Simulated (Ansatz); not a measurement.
# SiN2H4F (SMILES N[Si](N)F): UPBE0/def2-SVPD

What is the vertical electron affinity of SiN2H4F at UPBE0/def2-SVPD? 

Program for the calculation: Ansatz 0.2.0.

37 further runs of the same task are left out: 37 set aside as unsound or not needed.

## 1. Starting point

SiN2H4F has 8 atoms, charge 0, and is taken as a doublet. As SMILES, `N[Si](N)F`. The coordinates come from a PBE0-D4/def2-TZVP relaxation. This is one conformer, not always the lowest.

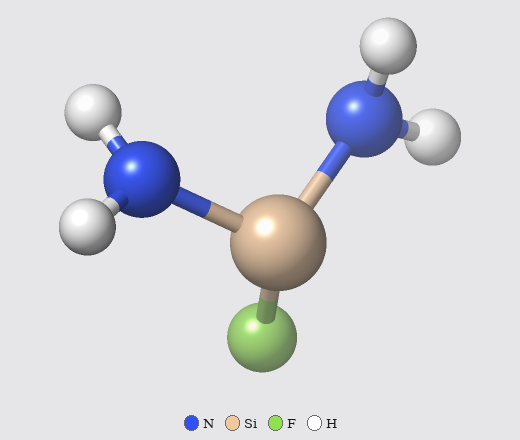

Viewed from a chosen angle; nitrogen blue, silicon light orange, fluorine green, hydrogen white.

## 2. A single-point energy at UPBE0/def2-SVPD

Input file molecule.yaml:

```yaml
crystal:
  periodic: [false, false, false]
  atoms:
    - {symbol: "N", position_ang: [-0.814900, 1.031500, -0.359900]}
    - {symbol: Si, position_ang: [0.517200, -0.020700, -0.581300]}
    - {symbol: "N", position_ang: [0.780300, -0.793300, 0.910700]}
    - {symbol: F, position_ang: [0.045300, -0.971200, -1.794000]}
    - {symbol: H, position_ang: [-1.331700, 1.348900, -1.165000]}
    - {symbol: H, position_ang: [-0.763800, 1.744700, 0.350200]}
    - {symbol: H, position_ang: [1.648600, -1.254800, 1.120500]}
    - {symbol: H, position_ang: [0.011100, -1.142300, 1.463200]}
basis:
  gaussian: {orbitals: def2-SVPD}
magnetization: {spin_polarized: true, initial_magnetization: 1}
hamiltonian: {xc: {name: PBE0}}
accuracy: high
output: {orbitals: {seedname: orbitals}}
```

Run with:

```sh
ansatz run molecule.yaml --threads 1 --pin off --max-ram 3480MiB --events-out events.jsonl --progress --plain --runs-dir runs
```

The program printed:

```text
Warning: RAYON_NUM_THREADS=1 ignored (pool sized by the plan → 1); use --threads N
Functional definition: PBE0
  name "PBE0"
  parameter a = 0.25
  parameter kappa = 0.804
  parameter beta = 0.06672455060314922
  exchange = (1 - a)*pbe_x(kappa = kappa, mu = beta*pi^2/3) + a*exact_x
  correlation = pbe_c(beta = beta)
2421 factors; integrals over basis functions are off by at most 3.4e-9 eV
mean field evaluation 1: about -13615.8698 eV, gradient 5.1e1 eV
mean field evaluation 2: about -13603.4514 eV, gradient 7.2e1 eV
mean field evaluation 4: about -13625.8213 eV, gradient 3.7e0 eV
mean field evaluation 8: about -13626.0147 eV, gradient 1.5e-1 eV
mean field evaluation 16: about -13626.0148 eV, gradient 1.5e-4 eV
mean field -13626.01480350 eV, -500.7468079841 hartree, gradient 7.7e-8 eV, S^2 0.751769; 0 other end points of the search recorded, 0 dependent functions left out
reference -13626.01480645 eV, -500.7468080923 hartree; 21, 20 occupied and 98, 99 virtual orbitals, 2421 factors
Total energy: -13626.01480645 eV, -500.7468080923 hartree
```

It took 18 s on 1 thread of Arm Neoverse V1, shared host; peak memory 0.57 GiB.

## 3. The singlet anion at the same level

Input file in.yaml:

```yaml
crystal:
  periodic: [false, false, false]
  atoms:
    - symbol: N
      position_ang: [-0.814900, 1.031500, -0.359900]
    - symbol: Si
      position_ang: [0.517200, -0.020700, -0.581300]
    - symbol: N
      position_ang: [0.780300, -0.793300, 0.910700]
    - symbol: F
      position_ang: [0.045300, -0.971200, -1.794000]
    - symbol: H
      position_ang: [-1.331700, 1.348900, -1.165000]
    - symbol: H
      position_ang: [-0.763800, 1.744700, 0.350200]
    - symbol: H
      position_ang: [1.648600, -1.254800, 1.120500]
    - symbol: H
      position_ang: [0.011100, -1.142300, 1.463200]
basis:
  gaussian: {orbitals: def2-SVPD}
total_charge: -1
hamiltonian: {xc: pbe0}
accuracy: high
output: {orbitals: {seedname: orbitals}}
```

Run with:

```sh
ansatz run in.yaml --threads 1 --pin off --max-ram 3480MiB --events-out events.jsonl --progress --plain --runs-dir runs
```

The program printed:

```text
Warning: RAYON_NUM_THREADS=1 ignored (pool sized by the plan → 1); use --threads N
Functional definition: PBE0
  name "PBE0"
  parameter a = 0.25
  parameter kappa = 0.804
  parameter beta = 0.06672455060314922
  exchange = (1 - a)*pbe_x(kappa = kappa, mu = beta*pi^2/3) + a*exact_x
  correlation = pbe_c(beta = beta)
2422 factors; integrals over basis functions are off by at most 3.4e-9 eV
mean field evaluation 1: about -13621.9036 eV, gradient 4.5e1 eV
mean field evaluation 2: about -13616.4022 eV, gradient 6.6e1 eV
mean field evaluation 4: about -13626.0183 eV, gradient 2.5e0 eV
mean field evaluation 8: about -13626.1727 eV, gradient 1.8e-1 eV
mean field evaluation 16: about -13626.1728 eV, gradient 9.5e-5 eV
mean field -13626.17278229 eV, -500.7526135976 hartree, gradient 6.2e-8 eV, S^2 0.000000; 0 other end points of the search recorded, 0 dependent functions left out
reference -13626.17278496 eV, -500.7526136957 hartree; 21, 21 occupied and 98, 98 virtual orbitals, 2422 factors
Total energy: -13626.17278496 eV, -500.7526136957 hartree
```

Wall time 13 s (1 thread of Arm Neoverse V1, shared host); peak memory 0.44 GiB.

## 4. Results

Level: UPBE0/def2-SVPD.

| quantity | value |
| --- | --- |
| doublet SiN2H4F: total energy | -500.74681 Eh |
| doublet SiN2H4F: HOMO energy (highest over α and β) | -5.71 eV |
| doublet SiN2H4F: LUMO energy (lowest over α and β) | -1.80 eV |
| doublet SiN2H4F: ⟨S²⟩ | 0.752 |
| singlet anion: total energy | -500.75261 Eh |
| singlet anion: HOMO energy | 1.42 eV |
| singlet anion: LUMO energy | 4.85 eV |
| singlet anion: HOMO–LUMO gap (to an unbound level, set by the basis) | 3.43 eV |
| vertical electron affinity (to the singlet anion) | 0.158 eV |

What this shows: At fixed nuclei the extra electron is bound by 0.16 eV (15.2 kJ/mol). The HOMO (singlet anion) lies at positive energy, 1.42 eV; only total energies tell whether the electron is bound.
